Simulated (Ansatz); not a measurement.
# Ti2NbB3: a trial structure relaxed, part 2 of 2

The task: take a trial cell of Ti2NbB3 to zero force and stress.

Ansatz 0.2.0; DFT PBE, scalar-relativistic, plane waves, PAW. Earlier steps stand in the parts before.

**4. Spin check on a coarse mesh**

The input, input.yaml:

```yaml
crystal:
  lattice:
    - [4.0975092788, 0.0, 0.0]
    - [0.0, 4.0975092788, 0.0]
    - [0.0, 0.0, 4.6505977327]
  atoms:
    - { symbol: Ti, position: [0.0, 0.0, 0.5], spin: 1.0 }
    - { symbol: Ti, position: [0.5, 0.5, 0.0], spin: 1.0 }
    - { symbol: Nb, position: [0.0, 0.0, 0.0], spin: 1.0 }
    - { symbol: B, position: [0.0, 0.5, 0.5] }
    - { symbol: B, position: [0.5, 0.0, 0.5] }
    - { symbol: B, position: [0.5, 0.5, 0.5] }
basis:
  ecutwfc: 420
kpoints:
  mp_grid: { grid: [4, 4, 4] }
hamiltonian:
  xc: pbe
scf:
  occupations: { method: gaussian, width: 0.1 }
  lower_state_search: "off"
output:
  forces: true
  stress: true
  eigenvalues: true
  populations: true
magnetization:
  spin_polarized: true
```

Command:

```sh
> ansatz run input.yaml --threads 1 --pin off --max-ram 2560MiB --backend cpu --events-out ev --progress --plain --runs-dir out
```

Output (excerpt; [...] marks lines left out):

```text
[...]
SCF converged after 18 iterations
Magnetization: 0.0000 μB (23.0000 up, 23.0000 down)
Absolute magnetization: 0.0000 μB (∫|ρ↑−ρ↓|, with the PAW one-centre terms)
Spin contamination: 0.0000 ħ² per cell (⟨S²⟩ above its minimum at these occupations)
Per-site moments (μB) at R_I (Å): [(-5.85863448536969e-7, 0.8451112887525), (-2.931879687836367e-7, 0.9591857823693749), (1.9764502638944928e-6, 0.9591857823693749), (-5.919487319520613e-7, 0.8451112887525), (-5.919487319861719e-7, 0.8451112887525), (1.2336283076550716e-6, 0.8451112887525)]
Free energy (F): -10012.557567 eV
[...]
E sigma→0 (E₀):  -10012.547947 eV
Entropy (-TS):   -0.019240 eV (-3.207 meV/atom)
Fermi energy:    12.913653 eV
[...]
--- Forces (eV/Å), atoms counted from 1 ---
  atom   1  Ti    -0.00000000     0.00000000     0.00000000
  atom   2  Ti     0.00000000    -0.00000000     0.00000000
  atom   3  Nb    -0.00000000    -0.00000000     0.00000000
  atom   4  B      0.00000000    -0.00000000     0.00000000
  atom   5  B     -0.00000000    -0.00000000     0.00000000
  atom   6  B      0.00000000    -0.00000000     0.00000000
[...]
--- Stress (GPa, compression-positive) ---
       -0.166645       0.000000       0.000000
        0.000000      -0.166645       0.000000
        0.000000       0.000000       0.348939
  P = ⅓ Tr σ = 0.0052 GPa (0.052 kbar)
--- Band table (eV; the first three rows and the last of 36) ---
[...]
--- Löwdin populations: 6 sites ---
  site symbol       q [e]    m [muB]
     0     Ti     11.5360    -0.0000
     1     Ti     11.2247    -0.0000
     2     Nb     12.9553     0.0000
     3      B      3.3843    -0.0000
     4      B      3.3843    -0.0000
     5      B      3.3703     0.0000
  spilling = 0.003150 (of n_electrons = 46.000000)
```

Run time: 11 s. Hardware: 1 thread of AMD EPYC 7R43 (Zen 3), shared host; peak memory 0.44 GiB.

Per atom:

```tsv
atom	Löwdin electrons
Ti1	11.54
Ti2	11.22
Nb3	12.96
B4	3.38
B5	3.38
B6	3.37
```

The same cell is solved with trial moments on Nb and Ti. The largest site moment that stays is 0.00 μB and the cell's total 0.00 μB. The workflow keeps spin only above 0.25 μB on a site, so the next run goes without spin.

**5. Relaxation on the finer mesh**

The end of the coarse run is made exact in the group found at a tolerance of 0.06 Å and reduced to its primitive cell.

The input, input.yaml:

```yaml
crystal:
  lattice:
    - [4.0975092788, 0.0, 0.0]
    - [0.0, 4.0975092788, 0.0]
    - [0.0, 0.0, 4.6505977327]
  atoms:
    - { symbol: Ti, position: [0.0, 0.0, 0.5] }
    - { symbol: Ti, position: [0.5, 0.5, 0.0] }
    - { symbol: Nb, position: [0.0, 0.0, 0.0] }
    - { symbol: B, position: [0.0, 0.5, 0.5] }
    - { symbol: B, position: [0.5, 0.0, 0.5] }
    - { symbol: B, position: [0.5, 0.5, 0.5] }
basis:
  ecutwfc: 420
kpoints:
  mp_grid: { grid: [10, 10, 8] }
hamiltonian:
  xc: pbe
scf:
  occupations: { method: gaussian, width: 0.1 }
output:
  forces: true
  stress: true
  eigenvalues: true
  write_density: true
  write_potential: true
  elf: true
  volumetric_format: npy
relax:
  adjacent_minimum: "off"
  f_tol: 0.01
  max_steps: 80
  cell: { stress_tol: 0.05 }
```

Command:

```sh
> ansatz run input.yaml --threads 1 --pin off --max-ram 2560MiB --backend cpu --events-out ev --progress --plain --runs-dir out
```

Output (excerpt; [...] marks lines left out):

```text
Warning: RAYON_NUM_THREADS=1 ignored (pool sized by the plan → 1); use --threads N
[...]
Pseudopotentials: kind: paw
Pseudopotential: Ti, paw, valence charge 12, recommended cutoff 420 eV (normal), Ti.paw.azcp
Pseudopotential: Nb, paw, valence charge 13, recommended cutoff 420 eV (normal), Nb.paw.azcp
Pseudopotential: B, paw, valence charge 3, recommended cutoff 420 eV (normal), B.paw.azcp
Functional definition: PBE
[...]
Crystal: 6 atoms, lattice volume = 78.082 Å³
Basis set: ecut = 420 eV, 1519 PW (Γ), exchange–correlation on 60×60×64 points (8 copies of the dense FFT grid, shifted against one another)
Bands: 29, of which v1, the nominal top of the filled ones, is band 23 counted from 1 (22 counted from 0)
Symmetry: 16 space group operations
Space group: P4/mmm (ITA 123), of the structure as read, at distance tolerance 4.3e-5 Å
k-points: 105 of 800
[...]
       -0.029751      -0.000000       0.000000
       -0.000000      -0.029751       0.000000
        0.000000       0.000000      -0.011269
  P = ⅓ Tr σ = -0.0236 GPa (-0.236 kbar)
--- Band table (eV; the first three rows and the last of 105) ---
[...]
--- Relaxed structure (4 steps of the walk, 4 accepted, 1 SCFs on fresh bases) ---
  F+E_penalty+E_count = -10012.47254834 eV   max|allowed force component| = 4.900e-29 eV/Å   (the final SCF, on the basis selected at the relaxed cell)
  cell:  # Å, volume = 78.5416 Å³
    - [4.084072240255418, -9.231682933596873e-35, 0.0]
    - [-9.231682933596873e-35, 4.084072240255418, 0.0]
    - [0.0, 0.0, 4.708831277668987]
  atoms:
    - { symbol: Ti, position: [5.293896269961987e-36, -9.696551332625459e-37, 0.5000000000000001] }
    - { symbol: Ti, position: [0.5, 0.5, 0.0] }
    - { symbol: Nb, position: [-2.142038953163809e-37, -5.737604338831628e-39, 0.0] }
    - { symbol: B, position: [-3.151857316798177e-36, 0.5, 0.5000000000000001] }
    - { symbol: B, position: [0.5, 5.2212199483367855e-37, 0.5000000000000001] }
    - { symbol: B, position: [0.5, 0.5, 0.5000000000000001] }
```

Wall time 91 s (1 thread of AMD EPYC 7R43 (Zen 3), shared host); peak memory 0.56 GiB.

Relaxation path:

```csv
step,energy from step 1 (eV/cell),largest force component (eV/Å),pressure (GPa),volume (Å³)
1,0.0000,0.0000,0.57,78.08
2,-0.0059,0.0000,0.12,78.41
3,-0.0082,0.0000,0.08,78.47
4,-0.0082,0.0000,-0.03,78.54
5,-0.0085,0.0000,-0.02,78.54
```

Step 1 is the start. Step 5 repeats the geometry before it on a plane-wave basis chosen anew for that cell, so its energy need not be comparable with the rows above.

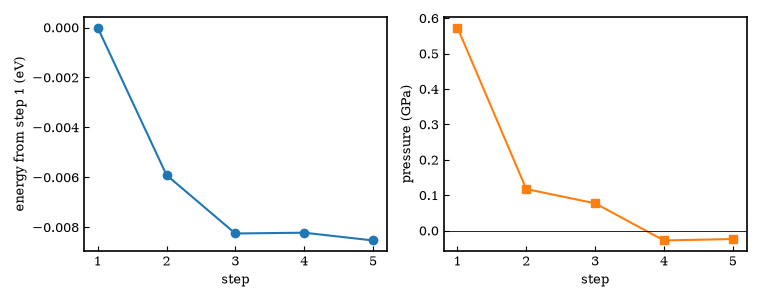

Energy and pressure along the relaxation.

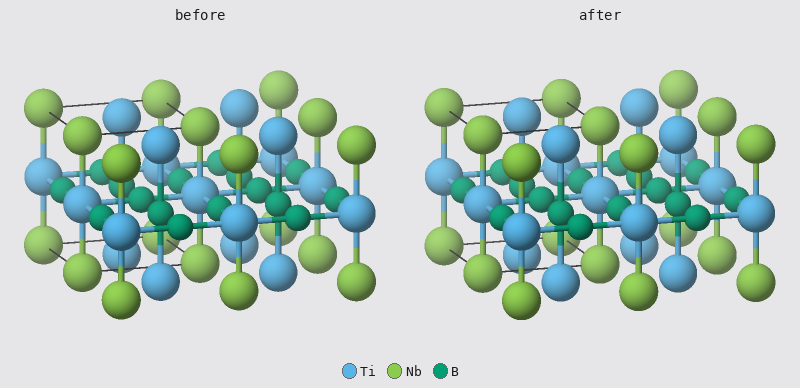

Before and after, at one scale. The change is too small to see at this scale.

|  | before | after | change |
| --- | --- | --- | --- |
| a (Å) | 4.098 | 4.084 | -0.3 % |
| b (Å) | 4.098 | 4.084 | -0.3 % |
| c (Å) | 4.651 | 4.709 | +1.3 % |
| volume (Å³/atom) | 13.01 | 13.09 | +0.6 % |
| shortest distance (Å) | 2.049 | 2.042 | -0.3 % |
| space group (0.01 Å) | P4/mmm | P4/mmm | same |

The run keeps the 16 symmetry operations of the start, so it could not have lowered the symmetry.

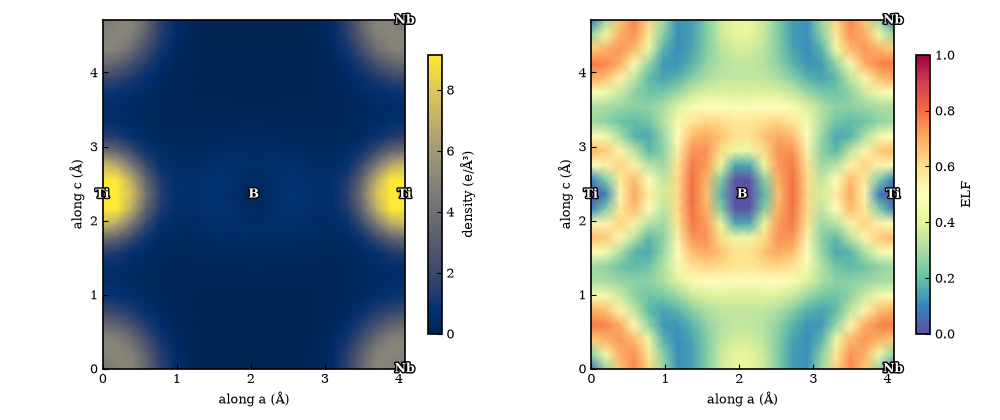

Density (left) and ELF (right) in a lattice plane of the grid's cell (edges 4.08 and 4.71 Å, at 0.000 of the third edge), which holds Ti and Nb and B. Only atoms in the plane are labelled; the density scale stops at 9.15 e/Å³. Both are smooth fields of the valence electrons: close to the nuclei they are not physical.

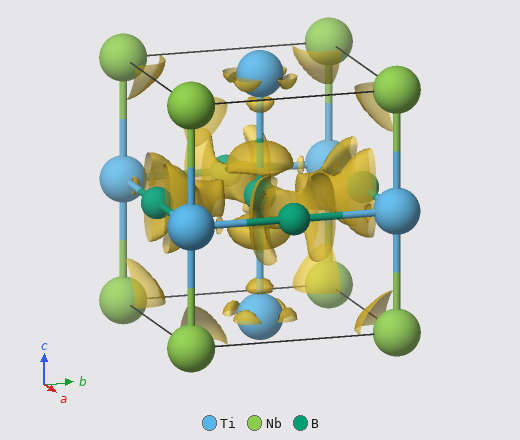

Surface of ELF = 0.67, drawn in one cell.

Outside the cores ELF peaks at 0.83 on the B–Ti line, 0.8 Å from B; 0.73 on the B–B line, 1.0 Å from B.

**6. Changing settings: ecutwfc 700 eV, mp_grid.grid [7, 7, 5]**

The input, input.yaml:

```yaml
crystal:
  lattice:
    - [4.0840722403, 0.0, 0.0]
    - [0.0, 4.0840722403, 0.0]
    - [0.0, 0.0, 4.7088312777]
  atoms:
    - { symbol: Ti, position: [0.0, 0.0, 0.5] }
    - { symbol: Ti, position: [0.5, 0.5, 0.0] }
    - { symbol: Nb, position: [0.0, 0.0, 0.0] }
    - { symbol: B, position: [0.0, 0.5, 0.5] }
    - { symbol: B, position: [0.5, 0.0, 0.5] }
    - { symbol: B, position: [0.5, 0.5, 0.5] }
basis:
  ecutwfc: "700 eV"
kpoints:
  mp_grid: { grid: [7, 7, 5] }
hamiltonian:
  xc: pbe
scf:
  occupations: { method: gaussian, width: 0.1 }
output:
  forces: true
  eigenvalues: true
  stress: true
```

Command:

```sh
> ansatz run input.yaml --threads 1 --pin off --max-ram 2560MiB --backend cpu --events-out ev --progress --plain --runs-dir out
```

Output (excerpt; [...] marks lines left out):

```text
Warning: RAYON_NUM_THREADS=1 ignored (pool sized by the plan → 1); use --threads N
[...]
Pseudopotentials: kind: paw
Pseudopotential: Ti, paw, valence charge 12, recommended cutoff 420 eV (normal), Ti.paw.azcp
Pseudopotential: Nb, paw, valence charge 13, recommended cutoff 420 eV (normal), Nb.paw.azcp
Pseudopotential: B, paw, valence charge 3, recommended cutoff 420 eV (normal), B.paw.azcp
Functional definition: PBE
[...]
Crystal: 6 atoms, lattice volume = 78.542 Å³
Basis set: ecut = 700 eV, 3333 PW (Γ), exchange–correlation on 72×72×90 points (8 copies of the dense FFT grid, shifted against one another)
Bands: 29, of which v1, the nominal top of the filled ones, is band 23 counted from 1 (22 counted from 0)
Symmetry: 16 space group operations
Space group: P4/mmm (ITA 123), of the structure as read, at distance tolerance 4.3e-5 Å
k-points: 30 of 245
[...]
SCF iter   7: F=-10012.428807 eV  HF=-10012.428807 eV  |F-HF|=2.14e-8  |Δ(HF+E_count)|=   5.78e-8  Δρ=9.62e-6  dr2=7.53e-8  ethr=2.17e-10  ⟨swp⟩=7.2  Hψ=3631  notcnv=0
[...]
SCF converged after 7 iterations
Free energy (F): -10012.428807 eV
[...]
E sigma→0 (E₀):  -10012.415796 eV
Entropy (-TS):   -0.026021 eV (-4.337 meV/atom)
Fermi energy:    12.795157 eV
[...]
--- Forces (eV/Å), atoms counted from 1 ---
  atom   1  Ti    -0.00000000     0.00000000     0.00000000
  atom   2  Ti     0.00000000    -0.00000000     0.00000000
  atom   3  Nb     0.00000000     0.00000000     0.00000000
  atom   4  B      0.00000000    -0.00000000     0.00000000
  atom   5  B     -0.00000000     0.00000000     0.00000000
  atom   6  B      0.00000000    -0.00000000     0.00000000
[...]
--- Stress (GPa, compression-positive) ---
       -0.168109       0.000000       0.000000
        0.000000      -0.168109       0.000000
        0.000000       0.000000      -1.567442
  P = ⅓ Tr σ = -0.6346 GPa (-6.346 kbar)
--- Band table (eV; the first three rows and the last of 30) ---
[...]
```

Wall time 8.9 s (1 thread of AMD EPYC 7R43 (Zen 3), shared host); peak memory 0.5 GiB.

```tsv
run	ending	energy change	pressure (GPa)	gap (eV)	force (eV/Å)	cycles	time
step 5	converged	0	0.0	0.00	0.00	-	91 s
variant	converged	+7.3 meV/atom	-0.6	0.00	0.00	7	8.9 s
```

Changing the cutoff and k-point mesh moves the energy by +7.3 meV/atom, and the pressure goes from 0.0 to -0.6 GPa. More than one kind of setting changed, and this run alone doesn't tell their shares apart. The variant is not converged in its settings.

**7. What came out**

This closing draws on all 2 parts. Changes of volume or cell count from the first structure of part 1.

| quantity | value |
| --- | --- |
| symmetry at the end (tolerance 0.05 Å) | space group P4/mmm (No. 123) |
| conventional cell | a = 4.084 Å, b = 4.084 Å, c = 4.709 Å, α = 90.00°, β = 90.00°, γ = 90.00° |
| volume | 13.09 Å³/atom |
| energy over the elements | +1.15 eV/atom |
| gap on the mesh | none (metal) |

**Reading.** The space group P4/mmm (No. 123) is kept, and the volume per atom grows by 13.9 % from the first guess. The formation energy is positive, so the separate elements lie lower. No finished test with a distortion of lower symmetry is shown, so the end may be a saddle point. Other magnetic orders were not searched.
